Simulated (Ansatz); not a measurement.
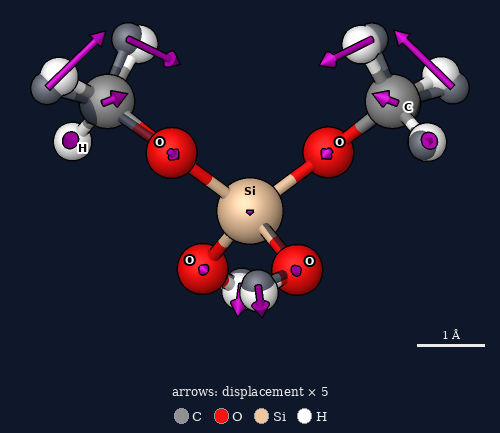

This is a relaxation of C2H8O4Si. The starting structure is drawn faded, the final one solid; purple arrows show the displacements, magnified 5 times. The two geometries are superimposed by the best rigid fit.

A ball-and-stick model, seen face on.

The start comes from PBE-D4/def2-SVP.

These are results of RKS PBE0-D4/def2-TZVP (Ansatz 0.2.0), not measurements. Set-up: force threshold 0.005 eV/Å; at most 150 steps.

What did the optimiser do to the structure, and how much energy did it gain?

The largest moves after the best rigid fit, 0.25 Å, are those of H atoms. Largest moves by element: H 0.25 Å, C 0.09 Å, O 0.05 Å, Si 0.02 Å. Near-neighbour distances that change, for instance: O–Si 1.663 → 1.630 Å, C–H 1.110 → 1.091 Å, H–O 0.973 → 0.958 Å, C–O 1.418 → 1.412 Å. Among the angles between lasting bonds that change: Si–O–H 113.7° → 116.8°. After 12 geometry steps the energy has fallen by 3.12 kcal/mol. Largest force component: 0.99 eV/Å at the start, 0.002 eV/Å at the end.
